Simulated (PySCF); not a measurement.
## Electronic structure of C₇H₁₃NOSi in real space

```xyz
23

C    -0.7547   -1.4395   -0.7532
C    -0.7070   -0.0473   -0.1262
C    -1.4111    0.9556   -1.0493
C    -1.4410   -0.0758    1.2175
C     0.7586    0.4245    0.0787
Si    1.9481   -0.8484    0.9737
C     0.8029    1.5979    0.8995
N     0.8557    2.5386    1.5505
C     1.5332    0.6879   -1.1688
O     1.3956    0.1401   -2.2297
H    -0.3624   -2.1880   -0.0660
H    -1.7857   -1.6998   -0.9844
H    -0.1805   -1.4670   -1.6747
H    -0.9622    0.9536   -2.0396
H    -1.3499    1.9637   -0.6414
H    -2.4617    0.6932   -1.1536
H    -1.4462    0.9083    1.6814
H    -2.4730   -0.3841    1.0638
H    -0.9787   -0.7790    1.9066
H     1.3112   -1.2403    2.2263
H     3.1945   -0.1367    1.2475
H     2.1757   -1.9721    0.0742
H     2.3339    1.4414   -1.0228
```

Geometry: GFN2-xTB.

These are results of PBE0/pcSseg-1, SCF density, gas phase, non-relativistic (PySCF), not measurements.

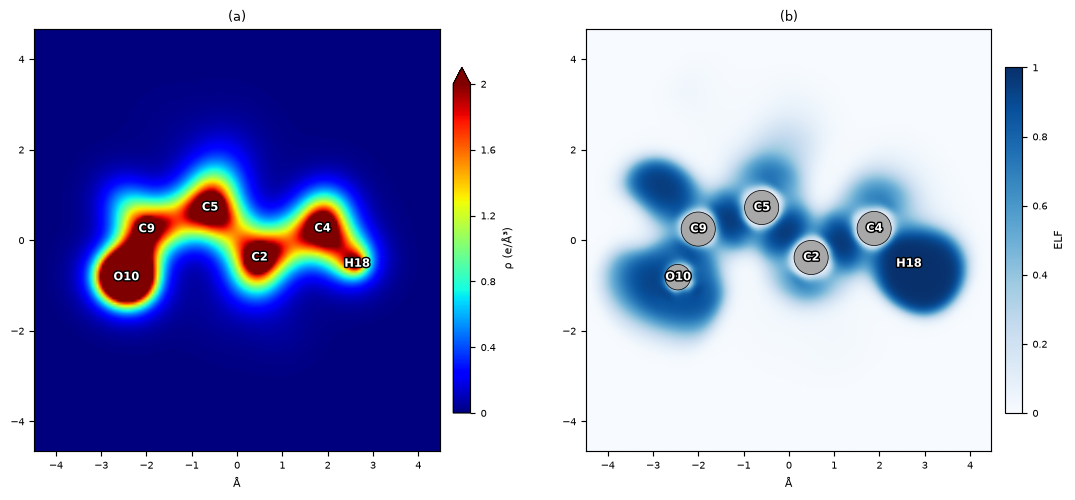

Figure 1. (a) electron density; (b) ELF on the plane of atoms C4, C2 and C5. Grey discs cover the atomic cores in the ELF map.

> Describe what can be read from this map.

- The section cuts through C, O and H sites.
- C–O (1.20 Å): ρ is about 3.3 e/Å³ halfway; the ELF peaks at about 0.85 between the atoms (a short, multiple covalent bond).
- C–H (1.09 Å): the density is about 2 e/Å³ at the midpoint; the ELF climbs to about 1 towards the hydrogen, as it does in any bond to H: an ordinary covalent bond to hydrogen.
- C–C (1.49 Å): ρ is about 1.8 e/Å³ halfway; the ELF peaks at about 0.95 between the atoms; a covalent bond.
- C–C (1.53 Å): the density is about 1.6 e/Å³ at the midpoint; the ELF peaks at about 0.95 between the atoms: a shared electron pair.
- The ELF also peaks beside O10, away from the bonds: lone-pair regions.

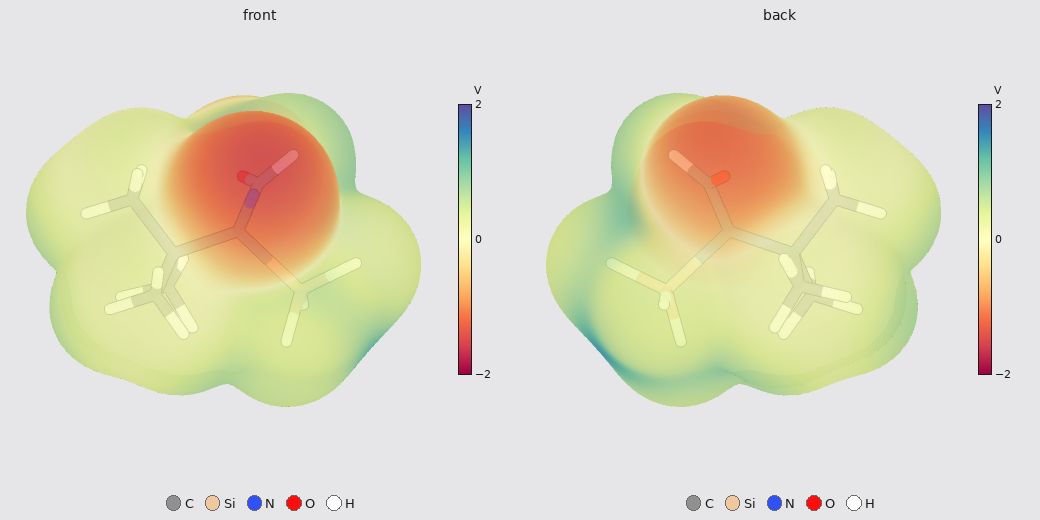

Figure 2. The molecular electrostatic potential painted on the density surface at 0.001 e/bohr³, seen from the front and from behind; red is negative and blue positive.

> Which sites attract a positive test charge, and which a negative one?

A positive charge is drawn to the negative regions and a negative charge to the positive ones. The most negative region (about −1.5 V) lies over N8, the most positive (about +1.3 V) over Si6. N8 is the likeliest acceptor of a hydrogen bond.

> What dipole moment does the calculation give?

Its dipole moment is 2.77 D.
